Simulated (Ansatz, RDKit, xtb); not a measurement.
# Isomers of C4H7F, a sample narrowed down

A sample of isomers of C4H7F is drawn. Aim: find which of them has the lowest free energy at 298.15 K, then its properties. The sample is small against all isomers, and the most stable one of this formula need not be in it.

Plan: many cheap relaxations first (GFN2-xTB), then density-functional screening, relaxation at PBE-D3(BJ)/def2-SVP, vibrations and a final energy. The numbers are computed, not measured.

### Step 1. Candidates

Isomers were taken from a list of plausible structures; this is a sample, not all of them. That gives 3 candidates.

Candidates are built by distance geometry, with a force field where one applies, in up to four conformers (letters a to d).

### Step 2. Search with GFN2-xTB

All 3 starts are relaxed the same way. One of them, c050a (taken from a list of positional isomers, embedded by distance geometry and MMFF94), in full:

start.xyz reads:

```xyz
12
c050a
C      0.310176    -2.226046     0.119712
C      0.858711    -1.099313     1.004542
C     -0.098035    -0.115208     1.639801
C      0.737600     0.328819     0.506375
F      0.105258     0.547184    -0.690035
H      0.086464    -3.083388     0.761861
H     -0.622486    -1.931013    -0.396441
H      1.068450    -2.483372    -0.621213
H      1.715688    -1.361737     1.503252
H      0.167060     0.227059     2.617818
H     -1.169857    -0.220635     1.470870
H      1.553885     1.017031     0.630295
```

The run is started by

```bash
$ xtb start.xyz --gfn 2 --opt
```

Output, cut to the lines that bear on the results:

```text
* xtb version 6.7.1
[...]
          :  # basis functions                  27          :
[...]
          :  # electrons                        30          :
[...]
          :  Hamiltonian                  GFN2-xTB          :
[...]
          :  net charge                          0          :
          :  unpaired electrons                  0          :
[...]
   *** convergence criteria satisfied after 10 iterations ***
[...]
   *** GEOMETRY OPTIMIZATION CONVERGED AFTER 8 ITERATIONS ***
[...]
   *** convergence criteria satisfied after 3 iterations ***
[...]
         ::                     SUMMARY                     ::
         :::::::::::::::::::::::::::::::::::::::::::::::::::::
         :: total energy             -16.839483277749 Eh    ::
         :: gradient norm              0.000465280984 Eh/a0 ::
         :: HOMO-LUMO gap              9.482370213793 eV    ::
         ::.................................................::
         :: SCC energy               -17.036335977853 Eh    ::
         :: -> isotropic ES            0.014724054386 Eh    ::
         :: -> anisotropic ES          0.001810856981 Eh    ::
         :: -> anisotropic XC          0.002972731086 Eh    ::
         :: -> dispersion             -0.005432165546 Eh    ::
         :: repulsion energy           0.196852700104 Eh    ::
         :: add. restraining           0.000000000000 Eh    ::
         :: total charge              -0.000000000000 e     ::
         :::::::::::::::::::::::::::::::::::::::::::::::::::::
[...]
        15        2.0000           -0.4140328             -11.2664 (HOMO)
        16                         -0.0655621              -1.7840 (LUMO)
[...]
     #   Z          covCN         q      C6AA      α(0)
     1   6 C        3.752    -0.102    22.511     6.766
     2   6 C        3.856    -0.024    20.955     6.511
     3   6 C        3.806    -0.084    22.102     6.693
     4   6 C        3.663     0.140    18.562     6.180
     5   9 F        0.784    -0.250    11.760     4.051
     6   1 H        0.925     0.042     2.426     2.436
     7   1 H        0.925     0.057     2.231     2.336
     8   1 H        0.925     0.045     2.387     2.416
     9   1 H        0.925     0.036     2.509     2.477
    10   1 H        0.926     0.042     2.428     2.437
    11   1 H        0.926     0.061     2.184     2.311
    12   1 H        0.925     0.037     2.485     2.465
[...]
     #   Z sym  total        # sym  WBO       # sym  WBO       # sym  WBO
 ---------------------------------------------------------------------------
     1   6 C    3.994 --     2 C    1.020     7 H    0.984     6 H    0.982
                             8 H    0.982
     2   6 C    3.945 --     1 C    1.020     9 H    0.971     3 C    0.961
                             4 C    0.959
     3   6 C    3.938 --    10 H    0.980    11 H    0.976     4 C    0.968
                             2 C    0.961
     4   6 C    3.853 --     3 C    0.968    12 H    0.965     2 C    0.959
                             5 F    0.934
     5   9 F    1.020 --     4 C    0.934
     6   1 H    0.998 --     1 C    0.982
     7   1 H    0.997 --     1 C    0.984
     8   1 H    0.998 --     1 C    0.982
     9   1 H    0.999 --     2 C    0.971
[...]
molecular dipole:
                 x           y           z       tot (Debye)
 q only:        0.201      -0.374       0.611
   full:        0.294      -0.326       0.711       2.123
molecular quadrupole (traceless):
[...]
          | TOTAL ENERGY              -16.839483277749 Eh   |
          | GRADIENT NORM               0.000465280984 Eh/α |
          | HOMO-LUMO GAP               9.482370213793 eV   |
           -------------------------------------------------
[...]
```

Wall time 0.14 s (2 threads of AMD EPYC (Zen 3), shared host).

### Step 3. What the search left

3 of the 3 relaxations converged. 3 distinct structures remain:

| label | start | SMILES after | spin | energy (kcal/mol) |
| --- | --- | --- | --- | --- |
| c785a | drawn | CC1(F)CC1 | singlet | 0.0 |
| c689a | drawn | C[C@@H]1C[C@H]1F | singlet | 1.1 |
| c050a | drawn | C[C@@H]1C[C@@H]1F | singlet | 1.9 |

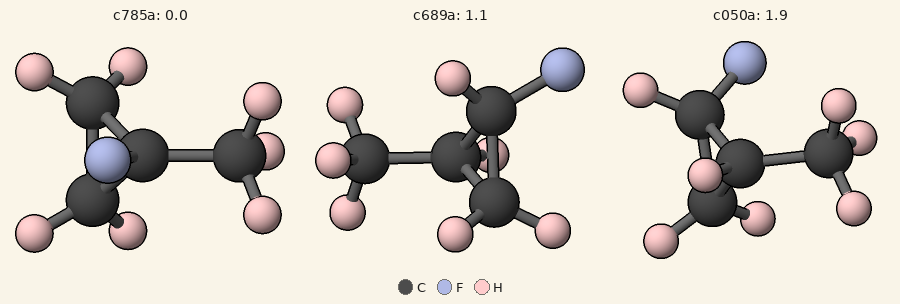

The 3 lowest minima that did not fall apart, with their GFN2-xTB energies in kcal/mol.

### Step 4. Second filter: single points

A choice of the minima (the low ones first, few conformers of a pattern, up to a cap) and the lowest that fell apart get a single point at r2SCAN-D4/def2-SVP on the tight-binding geometry, and one at HF/STO-3G for comparison. Some singlets are also tried as triplets at the same geometry (label ending in t). The first, c785a:

input.yaml reads:

```yaml
crystal:
  periodic: [false, false, false]
  atoms:
    - symbol: C
      position_ang: [1.700392, -1.117496, 0.054899]
    - symbol: C
      position_ang: [0.354479, -1.334491, 0.689906]
    - symbol: C
      position_ang: [-0.795003, -0.401530, 0.487455]
    - symbol: C
      position_ang: [-0.138967, -0.516919, 1.839250]
    - symbol: F
      position_ang: [0.033667, -2.673759, 0.731492]
    - symbol: H
      position_ang: [2.467985, -1.648024, 0.616256]
    - symbol: H
      position_ang: [1.696622, -1.494612, -0.966419]
    - symbol: H
      position_ang: [1.938166, -0.058239, 0.041011]
    - symbol: H
      position_ang: [-1.776182, -0.834129, 0.369352]
    - symbol: H
      position_ang: [-0.629978, 0.488957, -0.098760]
    - symbol: H
      position_ang: [0.480428, 0.292880, 2.190854]
    - symbol: H
      position_ang: [-0.684838, -1.027197, 2.617557]
basis:
  gaussian:
    orbitals: def2-SVP
hamiltonian:
  xc: r2scan
  dispersion: d4
scf:
  lower_state_search: off
output:
  orbitals: {seedname: orbitals}
```

The run is started by

```bash
$ ansatz run input.yaml --threads 2 --pin off --max-ram 5220MiB --events-out events.jsonl --progress --plain --runs-dir runs
```

Output, cut to the lines that bear on the results:

```text
Warning: RAYON_NUM_THREADS=2 ignored (pool sized by the plan → 2); use --threads N
Functional definition: r2SCAN
  name "r2SCAN"
[...]
1186 factors; their error is unknown
[...]
mean field -6969.20546318 eV, -256.1135768749 hartree, gradient 7.6e-6 eV, S^2 0.000000; 0 other end points of the search recorded, 0 dependent functions left out
reference -6969.20547225 eV, -256.1135772081 hartree; 20, 20 occupied and 85, 85 virtual orbitals, 1186 factors
Total energy: -6969.25557509 eV, -256.1154184534 hartree
Checks for a lower state left out: stability, starts, cluster_reference, orbital_swaps, neighbouring_geometries, increment
```

Wall time 3.6 s (2 threads of AMD EPYC (Zen 3), shared host); peak memory 0.13 GiB.

Relative energies in kcal/mol, each column from its lowest structure that stays in one piece:

| label | SMILES | spin | GFN2-xTB | HF/STO-3G | r2SCAN-D4/def2-SVP |
| --- | --- | --- | --- | --- | --- |
| c785a | CC1(F)CC1 | singlet | 0.0 | 0.0 | 0.0 |
| c050a | C[C@@H]1C[C@@H]1F | singlet | 1.9 | 1.9 | 3.3 |
| c689a | C[C@@H]1C[C@H]1F | singlet | 1.1 | 1.7 | 3.7 |
| c785at | CC1(F)CC1 | triplet | – | – | 176.2 |
| c050at | C[C@@H]1C[C@@H]1F | triplet | – | – | 178.4 |

### Step 5. Third filter: density-functional geometries

3 candidates are relaxed at PBE-D3(BJ)/def2-SVP (chosen among the lowest in one piece). The first, c785a:

input.yaml reads:

```yaml
basis:
  gaussian:
    orbitals: def2-SVP
crystal:
  periodic: [false, false, false]
  atoms:
    - {symbol: C, position_ang: [1.700392, -1.117496, 0.054899]}
    - {symbol: C, position_ang: [0.354479, -1.334491, 0.689906]}
    - {symbol: C, position_ang: [-0.795003, -0.401530, 0.487455]}
    - {symbol: C, position_ang: [-0.138967, -0.516919, 1.839250]}
    - {symbol: F, position_ang: [0.033667, -2.673759, 0.731492]}
    - {symbol: H, position_ang: [2.467985, -1.648024, 0.616256]}
    - {symbol: H, position_ang: [1.696622, -1.494612, -0.966419]}
    - {symbol: H, position_ang: [1.938166, -0.058239, 0.041011]}
    - {symbol: H, position_ang: [-1.776182, -0.834129, 0.369352]}
    - {symbol: H, position_ang: [-0.629978, 0.488957, -0.098760]}
    - {symbol: H, position_ang: [0.480428, 0.292880, 2.190854]}
    - {symbol: H, position_ang: [-0.684838, -1.027197, 2.617557]}
relax:
  f_tol: 0.003
scf:
  lower_state_search: "off"
hamiltonian:
  xc: {name: PBE}
  dispersion: d3bj
```

The run is started by

```bash
$ ansatz run input.yaml --threads 2 --pin off --max-ram 5220MiB --events-out events.jsonl --progress --plain --runs-dir runs
```

Output, cut to the lines that bear on the results:

```text
Warning: RAYON_NUM_THREADS=2 ignored (pool sized by the plan → 2); use --threads N
[...]
Functional definition: PBE
  name "PBE"
[...]
1186 factors; their error is unknown
[...]
mean field -6964.59570716 eV, -255.9441714658 hartree, gradient 6.5e-6 eV, S^2 0.000000; 0 other end points of the search recorded, 0 dependent functions left out
[...]
reference -6964.59573765 eV, -255.9441725861 hartree; 20, 20 occupied and 85, 85 virtual orbitals, 1186 factors
relax step   1: F+E_penalty+E_count = -6964.80864994 eV  Δ(F+E_penalty+E_count) = +0.000e0 eV  max|allowed force component| = 6.877e-1 eV/Å  Δτ_max = 0.0000 Å  (17 SCF iters, accepted)
[...]
relax step   6: F+E_penalty+E_count = -6964.87509574 eV  Δ(F+E_penalty+E_count) = -4.575e-6 eV  max|allowed force component| = 3.716e-3 eV/Å  Δτ_max = 0.0011 Å  (21 SCF iters, accepted)
[...]
Atom 3 at    -0.136614    -0.512979     1.849216 Å, force     0.000601     0.000280    -0.000058 eV/Å
Atom 4 at     0.019448    -2.677679     0.733773 Å, force    -0.000247    -0.000176     0.000067 eV/Å
Atom 5 at     2.486618    -1.651554     0.628584 Å, force    -0.000158     0.000056    -0.000042 eV/Å
Atom 6 at     1.703891    -1.510439    -0.984008 Å, force    -0.000005     0.000098    -0.000021 eV/Å
Atom 7 at     1.954491    -0.045215     0.025024 Å, force     0.000115     0.000094    -0.000124 eV/Å
Atom 8 at    -1.792388    -0.855608     0.364761 Å, force     0.000113    -0.000144     0.000133 eV/Å
Atom 9 at    -0.638520     0.518136    -0.115558 Å, force     0.000114    -0.000059     0.000054 eV/Å
Atom 10 at     0.492587     0.314049     2.214640 Å, force    -0.000111     0.000038    -0.000007 eV/Å
Atom 11 at    -0.692971    -1.053938     2.629812 Å, force    -0.000129    -0.000087    -0.000334 eV/Å
Dipole moment:     0.095003     0.297434    -0.020064 e Å
Checks for a lower state left out: stability, starts, cluster_reference, orbital_swaps, neighbouring_geometries, increment
```

Run time: 20 s. Hardware: 2 threads of AMD EPYC (Zen 3), shared host; peak memory 0.14 GiB.

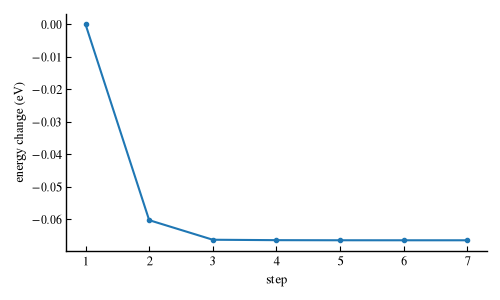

Energy along the run, all evaluated steps.

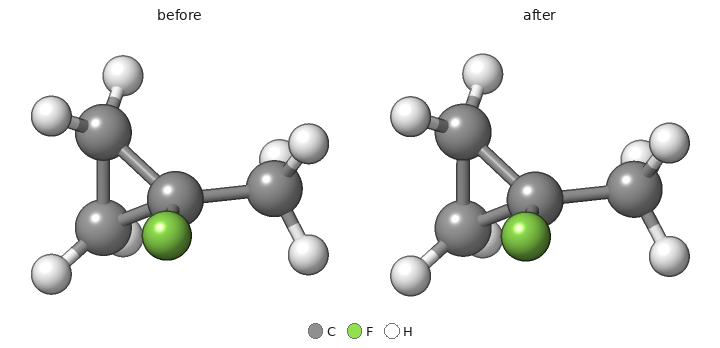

Before and after, at one scale.

After the run. Bond lengths: C1–C2 1.505 Å, C2–C3 1.502 Å, C2–C4 1.502 Å, C3–C4 1.525 Å, C2–F5 1.385 Å, C1–H6 1.109 Å, C1–H7 1.109 Å, C1–H8 1.107 Å, C3–H9 1.101 Å, C3–H10 1.102 Å, C4–H11 1.102 Å, C4–H12 1.101 Å. Some angles: C1–C2–C3 122.7°, C1–C2–C4 122.7°, C1–C2–F5 111.4°, C3–C2–C4 61.0°, C3–C2–F5 115.4°, C4–C2–F5 115.4°, C2–C3–C4 59.5°, C2–C4–C3 59.5°, C2–C1–H6 110.5°, C2–C1–H7 110.5°.

### Step 6. Ranking at PBE-D3(BJ)/def2-SVP

| label | spin | r2SCAN-D4/def2-SVP (kcal/mol) | PBE-D3(BJ)/def2-SVP, relaxed (kcal/mol) | time |
| --- | --- | --- | --- | --- |
| c785a | singlet | 0.0 | 0.0 | 20 s |
| c050a | singlet | 3.3 | 2.9 | 20 s |
| c689a | singlet | 3.7 | 2.9 | 23 s |

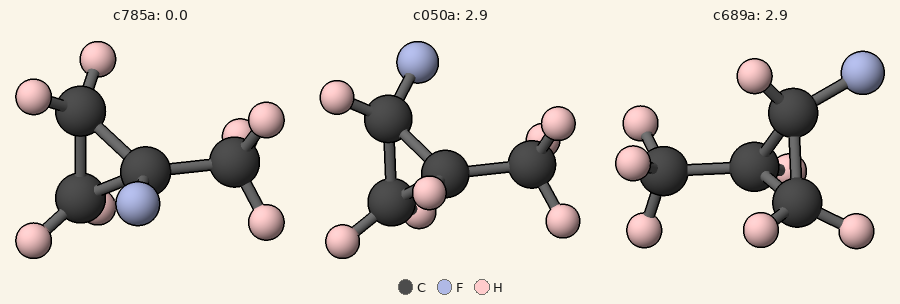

The relaxed structures, with energies at PBE-D3(BJ)/def2-SVP in kcal/mol.

(Part 1 of 2 ends here.)
